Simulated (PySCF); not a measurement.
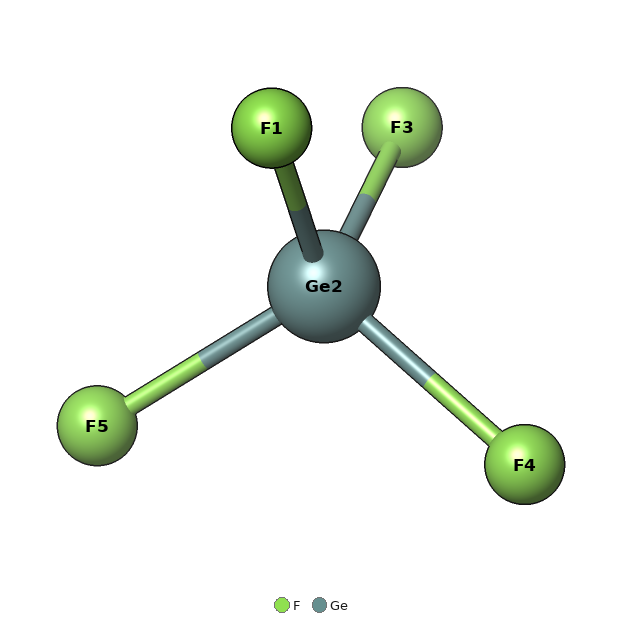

Computed geometry: PBE0-D3(BJ)/def2-SVP optimisation. No frequency run is at hand to confirm it as a minimum. Method: delta-SCF UKS SCAN, pcX-2 on the ionised atom, pcseg-1 elsewhere, spin-free X2C (PySCF 2.14.0).

Give the core-electron binding energies (to vacuum) of F1 1s.

```tsv
atom	level	binding energy (eV)
F1	1s	693.8
```
